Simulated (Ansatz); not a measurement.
# KF under a change: K on a F site (antisite), symmetric start

Take a 16-atom supercell of KF in the rock salt structure (space group Fm-3m, No. 225; a = 5.421 Å) at its relaxed geometry as the base.

It is then changed as follows: one F atom is replaced by K, atoms relaxed at fixed cell.

The values are results of Ansatz (a first-principles code) PBE, no spin-orbit coupling, not measurements. Settings: 4×4×4 k-points, 0.01 eV Fermi–Dirac smearing.

* **Pressure**: 6.7 GPa (base 0.0 GPa)
* **Energy gained by relaxation**: 1.99 eV
* **Largest displacement of a host atom from its site in the perfect cell**: 0.28 Å
* **Mean distance from the defect site to its nearest host atoms**: 5.64 bohr (base 5.12 bohr)

Final structure:

```
CELL_PARAMETERS angstrom
      0.00000     5.42078     5.42078
      5.42078     0.00000     5.42078
      5.42078     5.42078     0.00000
ATOMIC_POSITIONS crystal
  K  0.00000 0.00000 0.00000
  F  0.00000 0.00000 0.50000
  F  0.00000 0.50000 0.00000
  F  0.00000 0.50000 0.50000
  F  0.50000 0.00000 0.00000
  F  0.50000 0.00000 0.50000
  F  0.50000 0.50000 0.00000
  F  0.50000 0.50000 0.50000
  K  0.25000 0.25000 0.25000
  K  0.27540 0.27540 0.72460
  K  0.27540 0.72460 0.27540
  K  0.27540 0.72460 0.72460
  K  0.72460 0.27540 0.27540
  K  0.72460 0.27540 0.72460
  K  0.72460 0.72460 0.27540
  K  0.75000 0.75000 0.75000
```

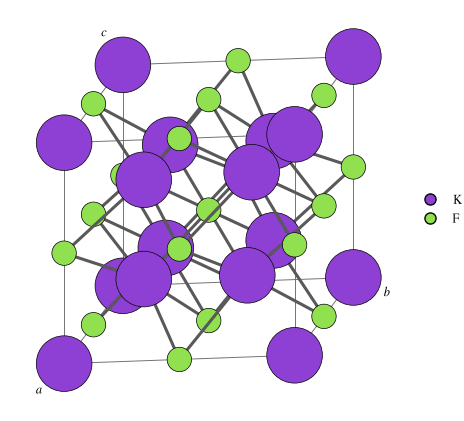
Fig. 1. The relaxed cell after the change

Cost of the whole job for the changed cell (relaxation, final SCF and bands): around 3 core-minutes (rough).

The magnetic state is the one reached from the starting moments; the real material's order can differ, and small cells can't hold many antiferromagnetic ones. In so small a cell the defect repeats every few ångströms: this is an ordered compound, not a dilute defect. The defect started on the symmetric site and kept its symmetry, so it may sit on a saddle. Seeded moments were not kept for K on a F site (antisite). The defect cell is spin-polarised and ends with 0.0 μB.
